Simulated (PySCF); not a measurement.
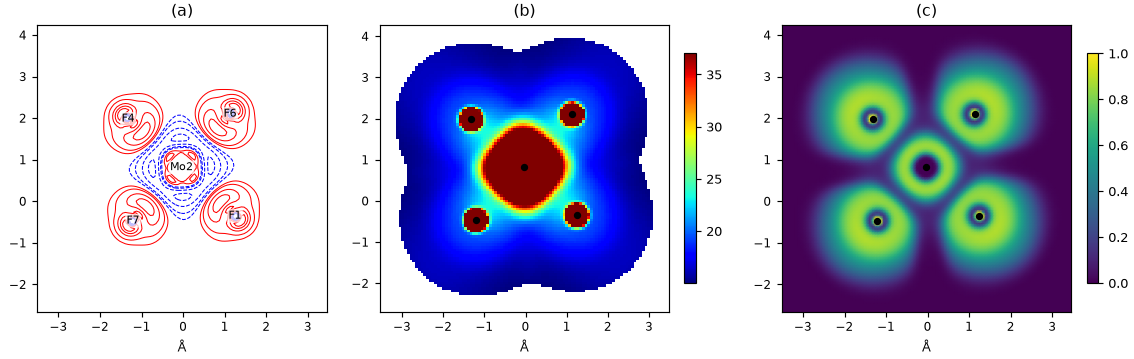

Figure. F6Mo, SMILES `F[Mo](F)(F)(F)(F)F`. Three fields in the plane of F1, Mo2, F4, F6 and F7. (a): solid red lines positive, dashed blue lines negative.

Computed with PySCF, B3LYP/def2-SVPD, geometry: GFN2-xTB. Core potentials replace the inner electrons of Mo; spin–orbit coupling isn't included. This is a single-reference result, which may miss multireference character in this system. No frequency check shows the geometry to be a minimum. GFN2-xTB bond lengths at metals and heavier atoms can be off by up to 0.1 Å and shapes distorted, which carries into these values.

Input script:

```python
import numpy as np
from pyscf import gto, scf, dft
from pyscf.scf import atom_ks, atom_hf
from scipy.linalg import block_diag

def solve(mol, dm0=None, hcore=None):
    mf = (dft.UKS if mol.spin else dft.RKS)(mol, xc='b3lyp')
    mf.grids.level = 3
    mf = mf.density_fit(auxbasis='def2-universal-jkfit')
    mf.conv_tol, mf.max_cycle = 1e-8, 80
    if hcore is not None:
        mf.get_hcore = lambda *args: hcore
    mf.kernel(dm0)
    if not mf.converged:
        mf = mf.newton().run(mf.mo_coeff, mf.mo_occ, max_cycle=30)
    assert mf.converged, 'SCF not converged'
    return mf

mol = gto.M(atom='''
F      1.08322    -0.65769    -1.18743
Mo    -0.00002     0.00000    -0.00001
F     -1.11570     0.43410    -1.25798
F     -1.08316     0.65767     1.18744
F      1.11567    -0.43405     1.25810
F      0.77331     1.54751    -0.15182
F     -0.77326    -1.54754     0.15171
''', basis='def2-svpd', ecp={'Mo': 'def2-svpd'}, charge=0, spin=0, verbose=4)
mf = solve(mol)
mf.analyze()
# spherically averaged free atoms, for the promolecule
atom_ks.AtomSphAverageRKS.init_guess_by_vsap = lambda self, mol=None: self.init_guess_by_minao(mol)  # core potentials
atm = atom_ks.get_atm_nrks(mol, xc='b3lyp')
pro = block_diag(*[(atm[a[0]][2] * atm[a[0]][3]) @ atm[a[0]][2].T for a in mol._atom])
np.savez('result.npz', e=mf.e_tot, c=mf.mo_coeff, occ=mf.mo_occ, eps=mf.mo_energy, pro=pro, dip=mf.dip_moment(verbose=0), s2=mf.spin_square()[0])
```

Command:

```sh
OMP_NUM_THREADS=1 python input.py
```

The run took 13 s on 1 thread of Intel(R) Xeon(R) 6975P-C (Granite Rapids), with other jobs on the host, peak memory 0.67 GiB.

Partitions, critical points and surface values were worked out afterwards from this run's density.

The panels show, in some order, the electron localisation function (ELF), deformation density and average local ionisation energy. Which is which?

Answer. (a) is the deformation density: it has both signs, with gains where valence electrons gather and losses around them. (b) is the average local ionisation energy: it is high near the heavier nuclei and lowest where loosely bound electrons reach out. (c) is the electron localisation function (ELF): it runs from 0 to 1 and is close to 1 over wide basins that fill the valence regions.
